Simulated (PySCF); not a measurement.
BF$_{4}$ (charge −1)

```xyz
5

F     0.8922    0.5186   -0.9760
B     0.0184   -0.0211   -0.0193
F    -0.8330   -0.9526   -0.6343
F     0.7626   -0.6586    0.9850
F    -0.7480    1.0089    0.5481
```

Geometry: PBE0-D3(BJ)/def2-SVP.

All numbers below come from PBE0/pcSseg-1, SCF density, gas phase, non-relativistic (PySCF 2.14.0).

**What can the converged electron density and electron localisation function tell about the bonding?**

B–F (1.40 Å): ρ is about 1.8 e/Å³ halfway; the ELF peaks at about 0.85 between the atoms; a shared but strongly polarised pair.

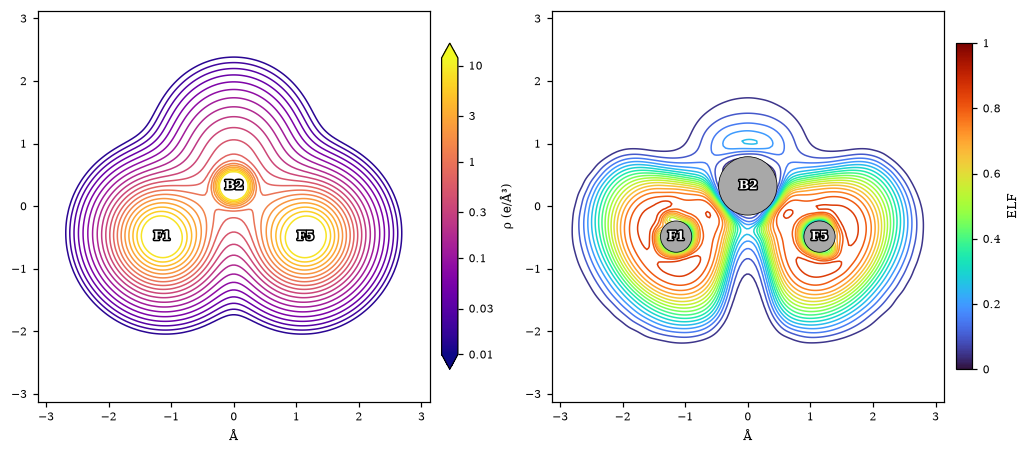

Computed electron density and electron localisation function on the plane of atoms F1, B2 and F5, in this order. Grey discs cover the atomic cores in the ELF map. 
